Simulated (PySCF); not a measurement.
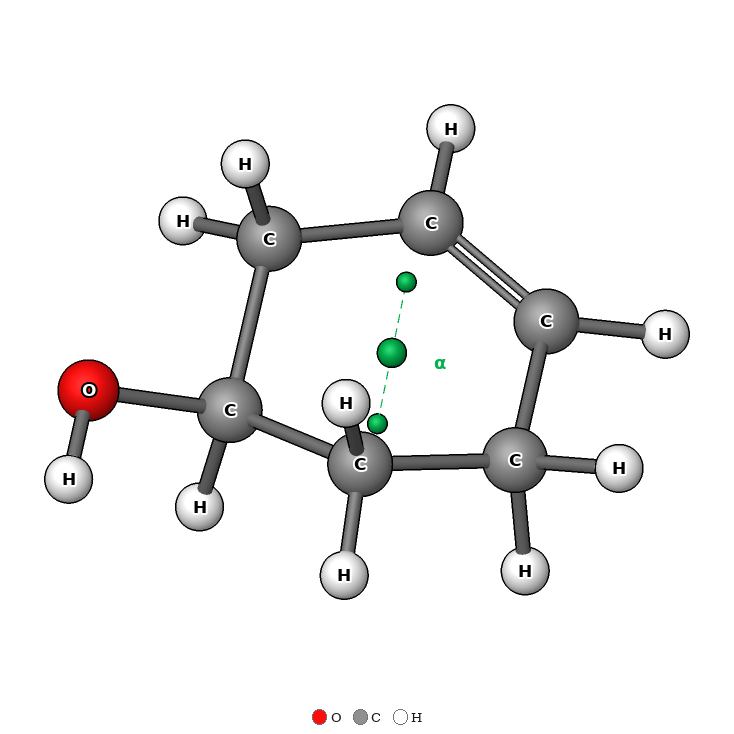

The small points mark where nucleus-independent chemical shifts (NICS) were computed: at the centre of each lettered ring and 1 Å above and below it. Geometry: a frame of a GFN2-xTB molecular-dynamics simulation, not a minimum. Method: GIAO PBE0/pcSseg-1 NMR shielding, non-relativistic, gas phase (PySCF 2.14.0).

Give NICS(0), NICS(1) and the out-of-plane component NICS(1)zz for each ring (means of the two sides).

```csv
ring,members,NICS(0),NICS(1),NICS(1)zz
α,C6,−0.5,−1.9,1.8
```

Values in ppm.

**What do the values say about the ring currents?**

Ring α: weak, as in a non-aromatic ring. NICS is one index among several.
